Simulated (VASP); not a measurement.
# TaSb2 with PBEsol: from relaxation to properties, part 6 of 6

How well does PBEsol reproduce what experiment finds for TaSb2? The cell is relaxed first, and properties follow on it. The start is a computed cell from the Materials Project.

VASP 6.6.1, plane waves and PAW; the level of theory is named at each step.

So far. Step 6 (Density of states (PBEsol)): The finer mesh and the other smearing move the Fermi level by +0.05 eV from the 8×8×4 run, a small shift, which tests the Fermi level alone. Of the states within 0.3 eV of the Fermi level, the largest shares in the PAW spheres are Ta d 45 % and Sb p 16 %. The rest lies in smaller channels or between the spheres. Step 7 (Band structure (PBEsol + SOC)): There is no gap at this level.

## Step 8: Zone-centre phonons (PBEsol) (continued)

Level of this step: PBEsol; plane waves and PAW (Ta_pv, Sb) (VASP).

From OUTCAR (step 8):

```text
   k-points           NKPTS =    115   k-points in BZ     NKDIM =    115   number of bands    NBANDS=     27

   NELECT =      42.0000    total number of electrons

  Total       -0.0209505      0.0194539      0.0752137      0.0000000      0.0000000      0.0446405
  in kB       -0.2526853      0.2346356      0.9071580      0.0000000      0.0000000      0.5384132
  external PRESSURE =       0.2963694 kB  Pullay stress =       0.0000000 kB

 POSITION                                       TOTAL-FORCE (eV/Angst)
 -----------------------------------------------------------------------------------
      5.27372      0.00000      5.80513        -0.023311      0.000000     -0.004301
      0.74517      0.00000      1.34420         0.023311      0.000000      0.004301
     -0.73802      0.00000      3.81450        -0.001678      0.000000      0.007383
      6.75692      0.00000      3.33483         0.001678      0.000000     -0.007383
      3.66465      0.00000      0.81858         0.018019      0.000000      0.003113
      2.35424      0.00000      6.33075        -0.018019      0.000000     -0.003113
 -----------------------------------------------------------------------------------
    total drift:                               -0.000014      0.000000      0.000000

 Eigenvectors and eigenvalues of the dynamical matrix
 ----------------------------------------------------

   1 f  =    6.887275 THz    43.274028 2PiTHz  229.734779 cm-1    28.483470 meV
             X         Y         Z           dx          dy          dz
      5.273718  0.000000  5.805128    -0.054163   -0.000000   -0.229720
      0.745174  0.000000  1.344202     0.054163   -0.000000    0.229720
     -0.738023  0.000000  3.814500     0.660418    0.000000    0.090041
      6.756915  0.000000  3.334829    -0.660418   -0.000000   -0.090041
      3.664652  0.000000  0.818583    -0.005154    0.000000   -0.003087
      2.354240  0.000000  6.330747     0.005154    0.000000    0.003087

   2 f  =    5.825918 THz    36.605323 2PiTHz  194.331712 cm-1    24.094051 meV
             X         Y         Z           dx          dy          dz
      5.273718  0.000000  5.805128    -0.304603    0.000000    0.397832
      0.745174  0.000000  1.344202    -0.304603    0.000000    0.397832
     -0.738023  0.000000  3.814500     0.016476   -0.000000   -0.293119
      6.756915  0.000000  3.334829     0.016476   -0.000000   -0.293119
      3.664652  0.000000  0.818583     0.354945    0.000000   -0.191758
      2.354240  0.000000  6.330747     0.354945   -0.000000   -0.191758

   3 f  =    5.720803 THz    35.944865 2PiTHz  190.825447 cm-1    23.659329 meV
             X         Y         Z           dx          dy          dz
      5.273718  0.000000  5.805128     0.329513   -0.000000    0.216478
      0.745174  0.000000  1.344202    -0.329513   -0.000000   -0.216478
     -0.738023  0.000000  3.814500     0.122810   -0.000000   -0.122005
      6.756915  0.000000  3.334829    -0.122810   -0.000000    0.122005
      3.664652  0.000000  0.818583     0.552245    0.000000   -0.098061
      2.354240  0.000000  6.330747    -0.552245   -0.000000    0.098061

   4 f  =    5.511395 THz    34.629114 2PiTHz  183.840339 cm-1    22.793287 meV
             X         Y         Z           dx          dy          dz
      5.273718  0.000000  5.805128     0.362721   -0.000000    0.301128
      0.745174  0.000000  1.344202     0.362721    0.000000    0.301128
     -0.738023  0.000000  3.814500    -0.110590    0.000000   -0.393430
      6.756915  0.000000  3.334829    -0.110590   -0.000000   -0.393430
      3.664652  0.000000  0.818583    -0.331722    0.000000    0.026435
      2.354240  0.000000  6.330747    -0.331722    0.000000    0.026435

   5 f  =    5.148814 THz    32.350951 2PiTHz  171.745938 cm-1    21.293773 meV
             X         Y         Z           dx          dy          dz
      5.273718  0.000000  5.805128    -0.293336   -0.000000    0.475825
      0.745174  0.000000  1.344202     0.293336   -0.000000   -0.475825
[...]
0.745174  0.000000  1.344202     0.000000    0.558754    0.000000
     -0.738023  0.000000  3.814500    -0.000000    0.431542    0.000000
      6.756915  0.000000  3.334829     0.000000   -0.431542   -0.000000
      3.664652  0.000000  0.818583     0.000000   -0.039557   -0.000000
      2.354240  0.000000  6.330747    -0.000000    0.039557    0.000000

   8 f  =    4.666357 THz    29.319587 2PiTHz  155.652924 cm-1    19.298494 meV
             X         Y         Z           dx          dy          dz
      5.273718  0.000000  5.805128     0.114356   -0.000000    0.163854
      0.745174  0.000000  1.344202    -0.114356    0.000000   -0.163854
     -0.738023  0.000000  3.814500     0.145527    0.000000   -0.594713
      6.756915  0.000000  3.334829    -0.145527   -0.000000    0.594713
      3.664652  0.000000  0.818583    -0.285002   -0.000000    0.063143
      2.354240  0.000000  6.330747     0.285002    0.000000   -0.063143

   9 f  =    4.352958 THz    27.350444 2PiTHz  145.199060 cm-1    18.002381 meV
             X         Y         Z           dx          dy          dz
      5.273718  0.000000  5.805128     0.134040    0.000000    0.185097
      0.745174  0.000000  1.344202     0.134040   -0.000000    0.185097
     -0.738023  0.000000  3.814500    -0.047905   -0.000000    0.338195
      6.756915  0.000000  3.334829    -0.047905    0.000000    0.338195
      3.664652  0.000000  0.818583    -0.115466   -0.000000   -0.563711
      2.354240  0.000000  6.330747    -0.115466    0.000000   -0.563711

  10 f  =    3.977308 THz    24.990161 2PiTHz  132.668704 cm-1    16.448816 meV
             X         Y         Z           dx          dy          dz
      5.273718  0.000000  5.805128     0.000000   -0.060519    0.000000
      0.745174  0.000000  1.344202    -0.000000    0.060519   -0.000000
     -0.738023  0.000000  3.814500     0.000000   -0.013792    0.000000
      6.756915  0.000000  3.334829     0.000000    0.013792    0.000000
      3.664652  0.000000  0.818583    -0.000000    0.704377   -0.000000
      2.354240  0.000000  6.330747     0.000000   -0.704377   -0.000000

  11 f  =    3.710643 THz    23.314655 2PiTHz  123.773715 cm-1    15.345978 meV
             X         Y         Z           dx          dy          dz
      5.273718  0.000000  5.805128    -0.108320    0.000000   -0.383454
      0.745174  0.000000  1.344202     0.108320    0.000000    0.383454
     -0.738023  0.000000  3.814500    -0.109549   -0.000000   -0.251974
      6.756915  0.000000  3.334829     0.109549   -0.000000    0.251974
      3.664652  0.000000  0.818583     0.093626    0.000000   -0.506924
      2.354240  0.000000  6.330747    -0.093626   -0.000000    0.506924

  12 f  =    3.479070 THz    21.859642 2PiTHz  116.049284 cm-1    14.388271 meV
             X         Y         Z           dx          dy          dz
      5.273718  0.000000  5.805128    -0.000000    0.429105   -0.000000
      0.745174  0.000000  1.344202     0.000000   -0.429105   -0.000000
     -0.738023  0.000000  3.814500    -0.000000    0.559983   -0.000000
      6.756915  0.000000  3.334829    -0.000000   -0.559983    0.000000
      3.664652  0.000000  0.818583     0.000000    0.047833    0.000000
      2.354240  0.000000  6.330747     0.000000   -0.047833   -0.000000

  13 f  =    3.444642 THz    21.643323 2PiTHz  114.900884 cm-1    14.245888 meV
             X         Y         Z           dx          dy          dz
      5.273718  0.000000  5.805128     0.000000   -0.110392   -0.000000
      0.745174  0.000000  1.344202    -0.000000   -0.110392    0.000000
     -0.738023  0.000000  3.814500     0.000000    0.556566    0.000000
      6.756915  0.000000  3.334829     0.000000    0.556566   -0.000000
      3.664652  0.000000  0.818583    -0.000000   -0.421957   -0.000000
      2.354240  0.000000  6.330747     0.000000   -0.421957    0.000000
    [... 43 further lines ...]
      3.664652  0.000000  0.818583    -0.012240   -0.000000    0.378598
      2.354240  0.000000  6.330747    -0.012240   -0.000000    0.378598

 ELASTIC MODULI CONTR FROM IONIC RELAXATION (kBar)
 Direction    XX          YY          ZZ          XY          YZ          ZX
 --------------------------------------------------------------------------------
 XX         -73.9464     20.5410    -26.1470      0.0000      0.0000     61.4797
 YY          20.5410   -150.4284   -136.9042      0.0000      0.0000    -22.9716
 ZZ         -26.1470   -136.9042   -297.5056      0.0000     -0.0000     48.8657
 XY           0.0000      0.0000      0.0000   -216.4186    -44.1917      0.0000
 YZ           0.0000      0.0000     -0.0000    -44.1917    -86.0740      0.0000
 ZX          61.4797    -22.9716     48.8657      0.0000      0.0000   -112.2011
 --------------------------------------------------------------------------------

[... 6 parts as in an earlier step ...]

[... 4 further parts left out ...]
```

Energies printed during the response cycles are not total energies of the cell.

This step gave:

```
bands                     : 27
irreducible k-points      : 115
pressure of the cell      : 0.02964 GPa
largest force of the cell : 0.02370 eV/Å
Fermi energy              : 8.602 eV
```

Modes at Γ, with each element's share of the kinetic energy:

```tsv
mode	frequency (cm⁻¹)	symmetry	Ta %	Sb %
1	-0.1	acoustic	43	57
2	0.0	acoustic	43	57
3	0.0	acoustic	43	57
4	94.6	Bu	10	90
5	107.3	Ag	56	44
6	114.9	Au	2	98
7	116.0	Bg	37	63
8	123.8	Ag	32	68
9	132.7	Bg	1	99
10	145.2	Bu	10	90
11	155.7	Ag	8	92
12	159.2	Bg	62	38
13	170.0	Au	55	45
14	171.7	Ag	62	38
15	183.8	Bu	44	56
16	190.8	Ag	31	69
17	194.3	Bu	50	50
18	229.7	Ag	11	89
```

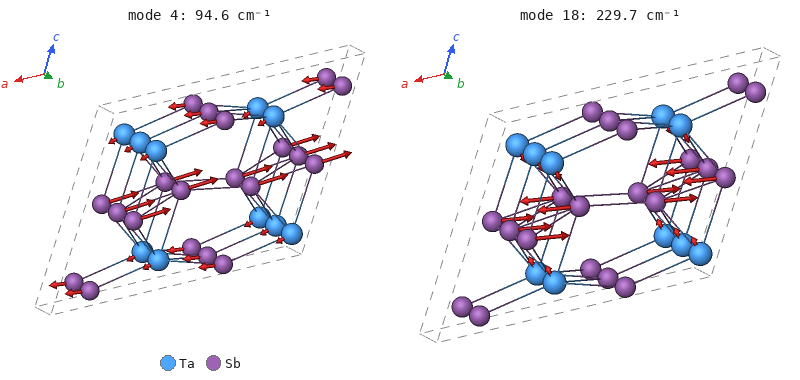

Displacement patterns of modes 4 and 18 at Γ; arrows are exaggerated. 1×2×1 conventional cells are drawn. Some periodic images of atoms are drawn too.

The three acoustic modes lie within 0.1 cm⁻¹ of zero, and all others are real. By the characters of their eigenvectors the optical modes sort into (cm⁻¹) Raman active: Ag 107, Bg 116, Ag 124, Bg 133, Ag 156, Bg 159, Ag 172, Ag 191, Ag 230; infrared active: Bu 95, Au 115, Bu 145, Au 170, Bu 184, Bu 194. With a centre of inversion no mode is active in both.

## Step 9: Outcome

```yaml
relaxed_volume: 22.14 Å³/atom
relaxed_conventional_cell_a_b_c: 10.234, 3.637, 8.283 Å; angles 90.0, 120.5, 90.0°
space_group_after_relaxing_within_0p02_a: C2/m (No. 12)
band_gap: none, a metal
dos_at_the_fermi_level: 0.738 states/eV/cell
band_gap_pbesol_soc: none, a metal
highest_zone_centre_mode: 230 cm⁻¹
```

What this shows: With PBEsol, TaSb2 relaxes to 22.14 Å³/atom in space group C2/m (held by the symmetry of the run) and comes out as a metal. Band structure (PBEsol): Of the bands kept, 1 crosses the Fermi level on this path. Band structure (PBEsol + SOC): Of the bands kept, 2 cross the Fermi level on this path (spinor bands, one electron each). Zone-centre phonons (PBEsol): The highest mode in this list at Γ, 229.7 cm⁻¹, is mostly motion of Sb (89 % of the kinetic energy). Modes at Γ alone can't show that the crystal is stable at other wave vectors. No search among competing phases was made, and a listed structure need not be the one stable at ambient conditions. All values are for a static lattice at zero temperature.

Calculation against experiment:

| quantity | measured | PBEsol |
| --- | --- | --- |
| lattice constant a (Å) | 10.225 | 10.234 (+0.1 %) |
| lattice constant b (Å) | 3.646 | 3.637 (-0.3 %) |
| lattice constant c (Å) | 8.295 | 8.283 (-0.1 %) |

Measured values from arxiv:1603.01717 (2016).

Verdict: The lattice constant a is off by +0.1 %: good agreement. The lattice constant b is off by -0.3 %: good agreement. The lattice constant c is off by -0.1 %: good agreement. The grades are ours: good and fair within 0.7 and 1.5 % for the lattice constant a, 0.7 and 1.5 % for the lattice constant b and 0.8 and 2 % for the lattice constant c. Zero-point motion and thermal expansion are not in the computed lattice constants.

[Lines on the potential files, build, host, timing and source positions are cut from VASP's logs without a mark.]

[Logs are printed without paths, hosts, clocks, repeated set-up lines and the standing remarks that a program may print on its own settings, such as how far it seeks lower states.]

[Hosts, paths, dates, database ids (printed as entryN), source tags and the programs' standing remarks are cut or masked in the printed files.]

[A measured line is paired with the nearest computed mode of its activity, which favours agreement.]
